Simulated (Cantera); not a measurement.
Charge: 1 mol SiF4, 0.61 mol NO, 17 mol H2, equilibrated at 100000 Pa.

Equilibrium computed with Cantera from the NASA thermochemical tables; the gas is ideal and each condensed phase is pure. Candidate condensed phases: H2O, Si, SiO2, Si2N2O, Si3N4; 58 gas species. The tables' values for SiF3, SiF2 are old estimates; treat these amounts as uncertain. The tables hold silica as quartz up to 1696 K and as liquid above; real silica turns to tridymite and cristobalite and melts near 1996 K. Equilibrium is a limit: real reactors are often held back by kinetics, nucleation or transport.

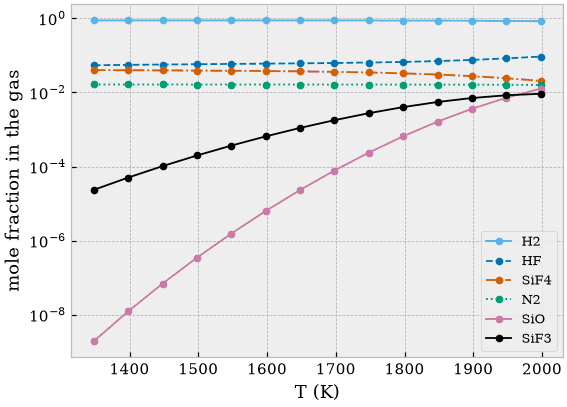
Equilibrium gas composition (values under 1e-9 drawn at 1e-9)

From 1348 K to 1648 K the condensed part is SiO2(β-quartz). From 1698 K to 1948 K the condensed part is SiO2(condensed). At 1998 K the condensed part is SiO2(l). The main Si-bearing gas is SiF4 throughout. The share of Si in condensed phases is highest at 1698 K (27.7 %) and lowest at 1998 K (14.0 %).
